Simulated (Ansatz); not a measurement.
## Electronic structure of AlBH₄O₃···H₂ in real space

Input

```
crystal:
  periodic: [false, false, false]
  atoms:
    - { symbol: B, position_ang: [0.0, 0.0, 0.0] }
    - { symbol: H, position_ang: [0.0, 0.0, 1.54] }
    - { symbol: O, position_ang: [1.2211, 0.0, -0.705] }
    - { symbol: H, position_ang: [1.5209, -0.9519, -0.8599] }
    - { symbol: O, position_ang: [-1.2211, 0.0, -0.705] }
    - { symbol: H, position_ang: [-1.7308, -0.8467, -0.4965] }
    - { symbol: O, position_ang: [0.0766, 1.621, 0.5392] }
    - { symbol: Al, position_ang: [0.7098, 2.1426, 2.1189] }
    - { symbol: H, position_ang: [1.2046, 1.0815, 3.1499] }
    - { symbol: H, position_ang: [0.7698, 3.6608, 2.4724] }
    - { symbol: H, position_ang: [0.0407, 0.8604, 1.537] }
basis:
  gaussian: { orbitals: "6-31G*" }
hamiltonian:
  xc: hf
relax:
  f_tol: 0.15
  max_steps: 25
  restrain:
    - { distance: [0, 6], at: 1.41, k: 30.0 }
    - { distance: [10, 1], at: 0.66, k: 30.0 }
    - { distance: [0, 1], at: 2.39, k: 30.0 }
    - { distance: [10, 6], at: 2.21, k: 30.0 }
output:
  orbitals: {}
```

Run with:

```sh
ansatz run input.yaml --threads 1 --pin off --max-ram 2048MiB --backend cpu --events-out ev --progress --plain --runs-dir out
```

The fields are those of the run's last geometry, not of the input's.

Not at a stationary point (largest force 1.4 eV/Å).

Theory: RHF/6-31G* in Ansatz 0.2.0.

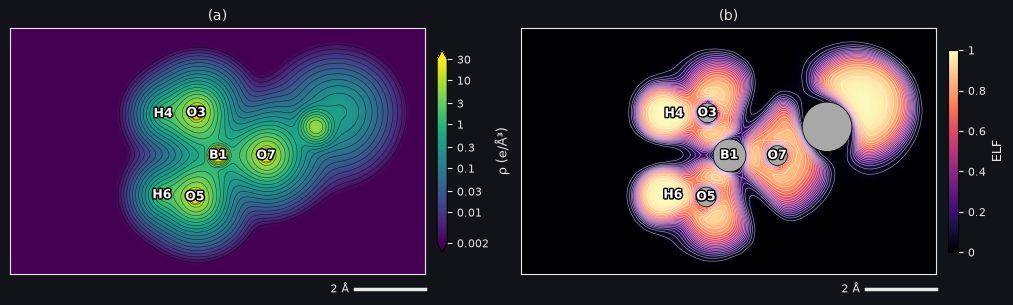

Figure 1. (a) electron density; (b) electron localisation function on the plane of atoms O5, B1 and O7. Grey discs cover the atomic cores in the ELF map.

**Read the bonding off the picture.**

- Atoms in the plane: B, O and H.
- B–O (1.36 Å): ρ at the midpoint is about 2.2 e/Å³; the ELF peaks at about 0.90 between the atoms (a short, strongly polar bond).
- O–H (0.94 Å): ρ is about 3.7 e/Å³ halfway; the ELF climbs to about 1 towards the hydrogen, as it does in any bond to H (a covalent bond by its length).
- The ELF also peaks beside O5, O7 and O3, away from the bonds: lone-pair regions.

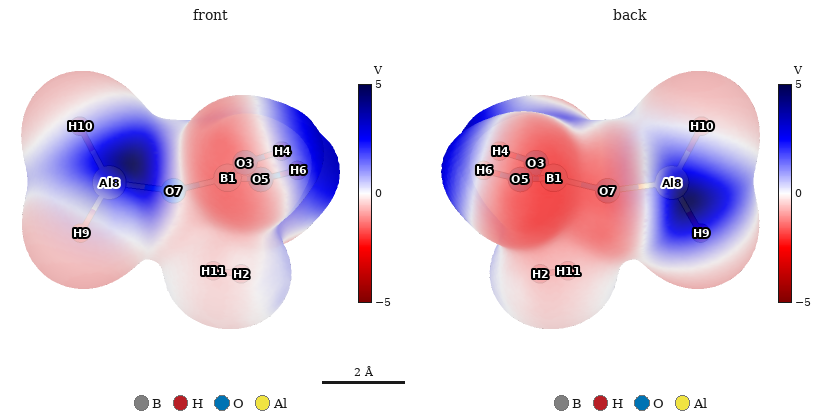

Figure 2. The electrostatic potential painted on the density surface at 0.002 e/bohr³, seen from the front and from behind; the colour scale runs from red (negative) to blue (positive).

**Describe the electrostatic potential map.**

The most negative region (about −1.8 V) lies over O5, the most positive (about +4.5 V) over Al8. O5 is the likeliest acceptor of a hydrogen bond.

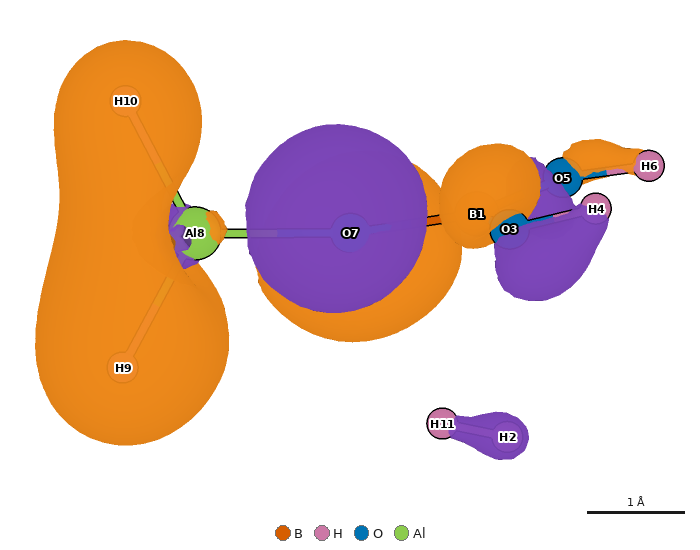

Figure 3. The HOMO−1 at ±0.1 Å⁻³ᐟ² (orange and purple are the two phases), seen at a tilt.

**Describe this orbital and give its energy.**

It lies mainly on O7 (about 50 %), Al8 (about 20 %) and H9 (about 10 %). Its energy is −13.36 eV.
